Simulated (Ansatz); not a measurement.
Fields on a plane of Rh (fcc, Cu type)

```
Rh
1.0
    0.00000     1.90006     1.90006
    1.90006     0.00000     1.90006
    1.90006     1.90006     0.00000
Rh
1
Cartesian
  0.00000   0.00000   0.00000
```

The slice is a {100} plane (indices of the conventional cell) through the point (0.000, 0.000, 0.000) (fractional), spanned by u = [100] and v = [0 1 -1] in vectors of this cell: u (2.69 Å) and v (2.69 Å, at 90° to u). It covers one period; positions are fractions (u, v).

Atoms on it: Rh at (0.00, 0.00).

All values below come from r2SCAN (plane waves to 500 eV, PAW, scalar-relativistic; Ansatz, an electronic-structure program). k mesh 21×21×21. These are valence fields of a PAW run, semicore shells included where kept as valence: close to a nucleus they are smooth pseudo fields. Rh is run without spin polarisation. Rh was relaxed with its symmetry unable to fall. The PAW data are Ansatz's earlier set.

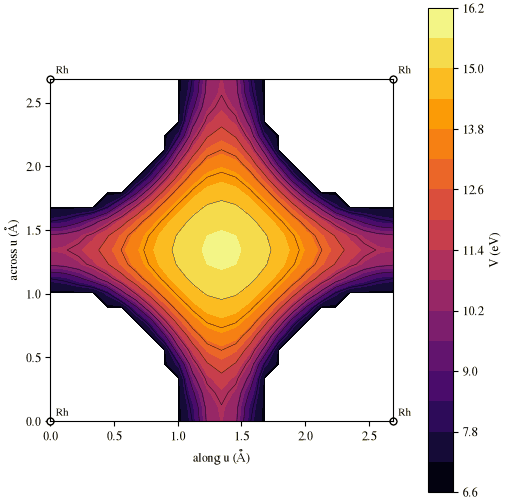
Figure. Electrostatic potential energy of an electron, from the cell's mean, in eV, one period of the plane, atoms marked. Points within 1 Å of a nucleus are left white, as the pseudised field means little there. Values under 7 eV are set to 7. The zero, the cell's mean, hangs on the PAW cores.

| v \ u | 0.00 | 0.08 | 0.17 | 0.25 | 0.33 | 0.42 | 0.50 | 0.58 | 0.67 | 0.75 | 0.83 | 0.92 |
|---|---|---|---|---|---|---|---|---|---|---|---|---|
| 0.88 | x | x | 0.66 | 0.52 | 0.31 | 0.22 | 0.25 | 0.22 | 0.31 | 0.52 | 0.66 | x |
| 0.75 | 0.56 | 0.55 | 0.48 | 0.34 | 0.22 | 0.20 | 0.22 | 0.20 | 0.22 | 0.34 | 0.48 | 0.55 |
| 0.62 | 0.26 | 0.25 | 0.23 | 0.20 | 0.19 | 0.19 | 0.18 | 0.19 | 0.19 | 0.20 | 0.23 | 0.25 |
| 0.50 | 0.26 | 0.26 | 0.24 | 0.22 | 0.19 | 0.18 | 0.17 | 0.18 | 0.19 | 0.22 | 0.24 | 0.26 |
| 0.38 | 0.26 | 0.25 | 0.23 | 0.20 | 0.19 | 0.19 | 0.18 | 0.19 | 0.19 | 0.20 | 0.23 | 0.25 |
| 0.25 | 0.56 | 0.55 | 0.48 | 0.34 | 0.22 | 0.20 | 0.22 | 0.20 | 0.22 | 0.34 | 0.48 | 0.55 |
| 0.12 | x | x | 0.66 | 0.52 | 0.31 | 0.22 | 0.25 | 0.22 | 0.31 | 0.52 | 0.66 | x |
| 0.00 | x | x | x | 0.56 | 0.35 | 0.23 | 0.26 | 0.23 | 0.35 | 0.56 | x | x |

Values: electron localisation function (ELF). Points within 0.5 Å of a nucleus are blanked (x), as the pseudised field means little there.

| Property | Value |
|---|---|
| Density on the Rh–Rh line (2.69 Å) at its midpoint | 0.37 e/Å³ |
| ELF at that point | 0.26 |
